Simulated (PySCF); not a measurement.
C9H17F3

The calculation's input:

```
{"job": {"xc": "PBE0", "basis": "6-31G*", "kind": "nmr", "pop": true}, "charge": 0, "multiplicity": 1}
C     -3.668992     1.177686     0.051811
C     -2.569454     0.259588    -0.479705
C     -2.909239    -1.194327    -0.159546
C     -1.219299     0.674832     0.115446
C     -0.023590    -0.035876    -0.515284
C      1.289297     0.492033     0.058542
C      2.524529    -0.126078    -0.608710
C      2.698903    -1.610475    -0.293584
C      3.764483     0.624530    -0.141919
F      3.951304     0.545910     1.184359
F      3.715288     1.934383    -0.439060
F      4.890523     0.159917    -0.709742
H     -4.632406     0.908693    -0.374959
H     -3.460850     2.215079    -0.200128
H     -3.738751     1.095219     1.134404
H     -2.518451     0.374142    -1.568540
H     -3.898758    -1.441062    -0.537717
H     -2.196688    -1.876412    -0.615598
H     -2.904956    -1.355879     0.916412
H     -1.096207     1.751821    -0.022087
H     -1.228428     0.480021     1.190218
H     -0.037102     0.123678    -1.595944
H     -0.097591    -1.106762    -0.329937
H      1.326827     0.290562     1.131344
H      1.322388     1.575641    -0.078074
H      2.470679     0.021639    -1.692880
H      3.625357    -1.984521    -0.723451
H      1.874263    -2.180340    -0.709768
H      2.727014    -1.765692     0.782702
```

Command:

```sh
OMP_NUM_THREADS=1 python ens_run.py task.json out
```

Geometry: GFN2-xTB.

Theory: PBE0/6-31G*, SCF density, gas phase, non-relativistic (PySCF).

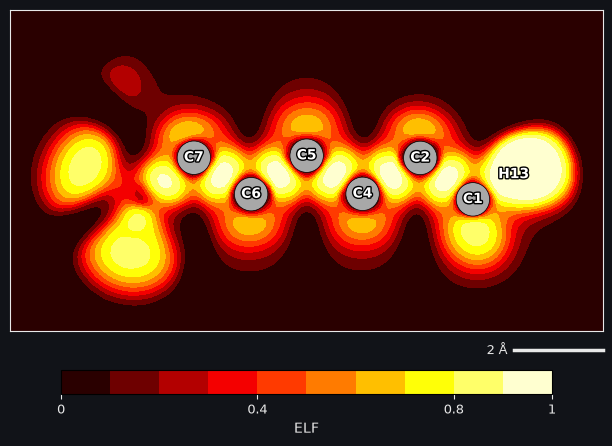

Figure 1. Electron localisation function on the plane of atoms C2, C4 and C5. Grey discs cover the atomic cores.

> What does the map show?

- Atoms in the plane: C and H.
- C–C (1.53 Å): the ELF peaks at about 0.95 between the atoms (a shared electron pair).
- C–H (1.09 Å): the ELF climbs to about 1 towards the hydrogen, as it does in any bond to H (an ordinary covalent bond to hydrogen).
- The ELF also peaks beside F10 and F12, away from the bonds: lone-pair regions.

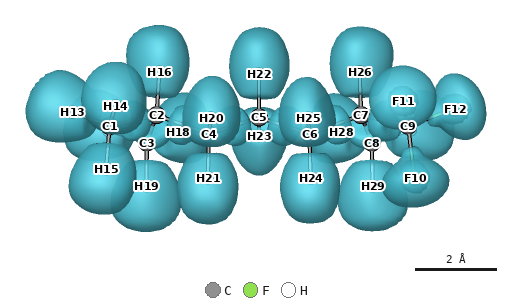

Figure 2. Isosurface of the electron localisation function at 0.75 (cyan), seen from one side. Only the valence region is drawn (cores and ρ < 0.01 e/Å³ removed).

> What do the ELF domains correspond to?

The ELF exceeds this value in eight regions between bonded C–C atoms (shared pairs), 17 regions around hydrogen nuclei and three regions on F in which the atom's valence shell and bonds are merged. Profiles from the grid: C–F (1.34 Å): the ELF peaks at about 0.85 between the atoms: a polar covalent bond. C–C (1.52 Å): the ELF peaks at about 1 between the atoms: localised, covalent bonding.

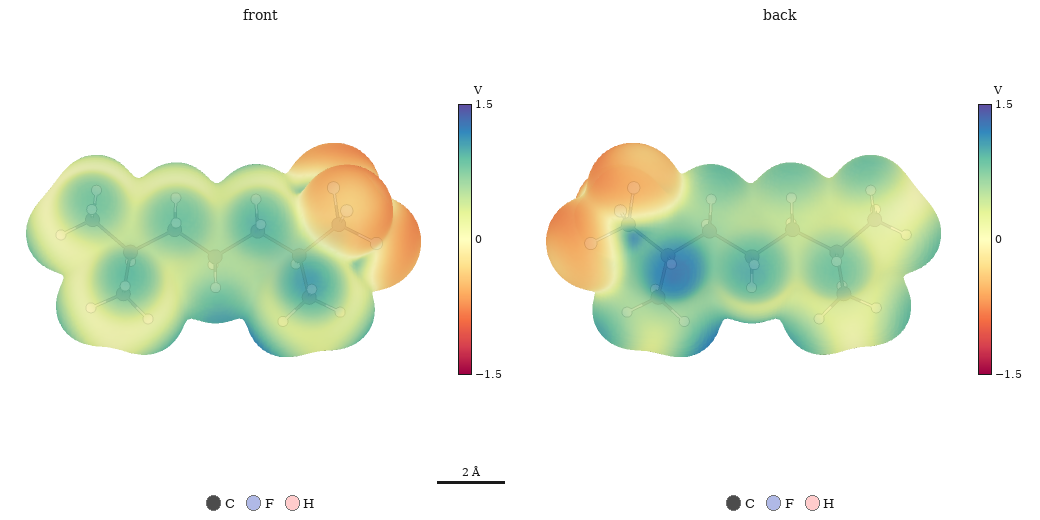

Figure 3. The electrostatic potential painted on the density surface at 0.004 e/bohr³, seen from the front and from behind; red is negative and blue positive.

> Describe the electrostatic potential map.

The most negative region (about −0.7 V) lies over F10, F11 and F12, the most positive (about +1.2 V) over H26 and H28.
